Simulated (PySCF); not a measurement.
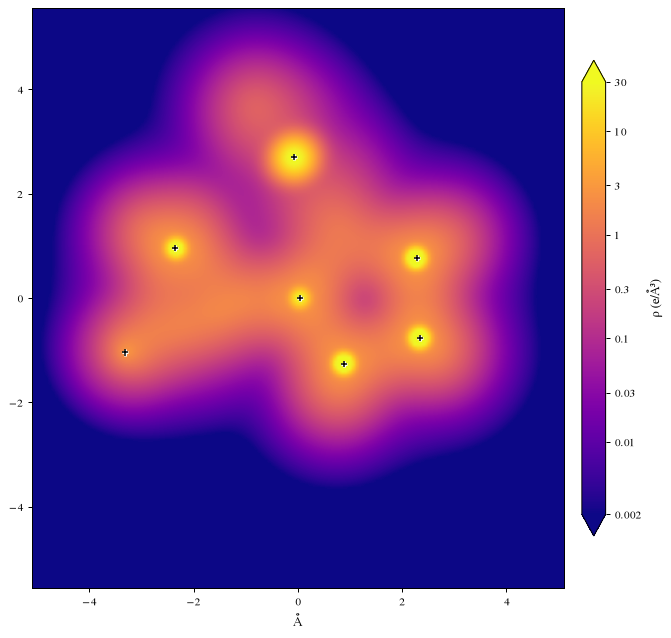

The total electron density on a plane through atoms (crosses mark nuclei in the plane).

Level of theory: PBE0/pcSseg-1, SCF density, gas phase, non-relativistic (PySCF).

Candidates:
A. C$_{4}$H$_{7}$FO$_{2}$Si$_{2}$
B. C$_{6}$H$_{10}$BClO (SMILES C=C/C(C)=C\B(Cl)OC)
C. C$_{8}$H$_{15}$Al

> Which system is this?

Candidate C: C$_{8}$H$_{15}$Al on the plane of atoms C3, C4 and C5, which holds Al, C and H. C–C (1.54 Å): ρ at the midpoint is about 1.6 e/Å³.
